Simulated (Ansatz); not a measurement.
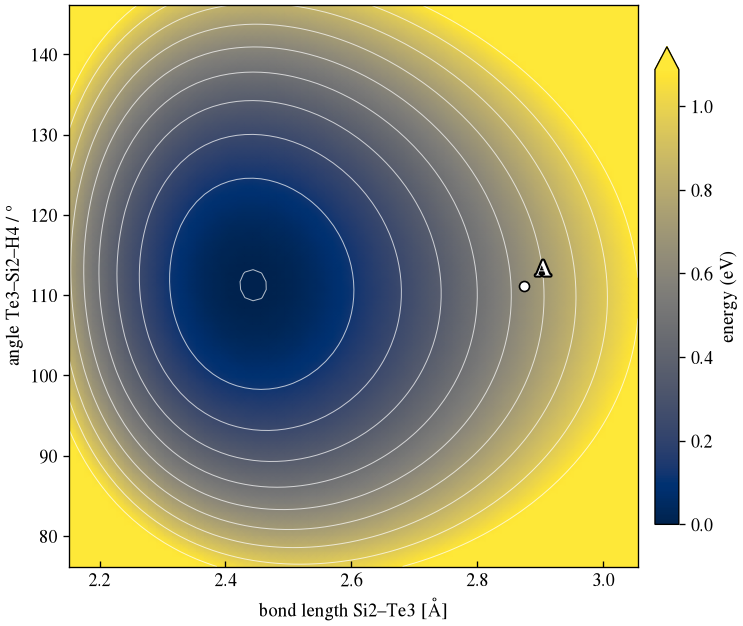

H2OSiTe, SMILES O=[SiH][TeH]. Coordinates scanned: (1) bond length Si2–Te3; (2) angle Te3–Si2–H4. Nothing is relaxed (all other coordinates rigid). Grid: 11 × 11 points. Points are written as (first, second). All energies are given in eV relative to the lowest grid point. These are results of RKS PBE0-D4/def2-TZVP (Ansatz), not measurements.

The picture shows a smooth colour map with a few white contour lines, one colour for all values above the top of the scale, the point A. Between grid points the surface is interpolated.

### Which way does the force act at A, and how strong is it?

A, at (2.874 Å, 111.2°), is not a stationary point. The computed force is 2.3 eV for each Å towards smaller values of bond length Si2–Te3 and 0.0014 eV for each degree towards smaller values of angle Te3–Si2–H4.
